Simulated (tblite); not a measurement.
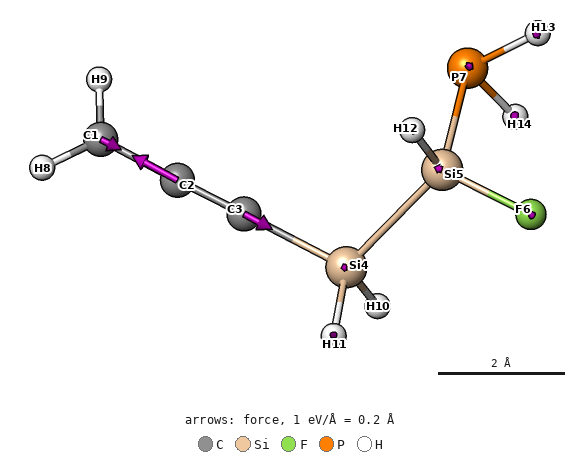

Starting geometry of C₃H₇FPSi₂ (multiplicity 2) with the computed forces as purple arrows. The picture is a ball-and-stick view, seen at a tilt.

All numbers below come from GFN2-xTB geometry optimisation, gas phase in tblite. 

Question: Is this structure relaxed? If not, where do the atoms go?

Answer: It isn't relaxed: the largest force vector, on C2, is 4.24 eV/Å. The final displacements have little in common with the starting forces (cosine between the two patterns 0.14). The energy falls by 0.313 eV in 191 geometry steps. H13 moves most after the best rigid fit: 2.01 Å. By element the largest moves are H 2.01 Å, P 0.79 Å, F 0.78 Å, Si 0.19 Å, C 0.18 Å. Among the contacts that change: C1–C2 1.404 → 1.340 Å, C3–Si4 1.864 → 1.823 Å, P7–H13 1.415 → 1.386 Å, Si4–H11 1.496 → 1.467 Å. Bond angles that change, for instance: F6–Si5–H12 108.4° → 101.2°, Si4–Si5–P7 111.9° → 118.7°, Si4–Si5–H12 111.5° → 117.6°. Groups turn about Si5–P7 by about 125°, Si4–Si5 by about 20°.
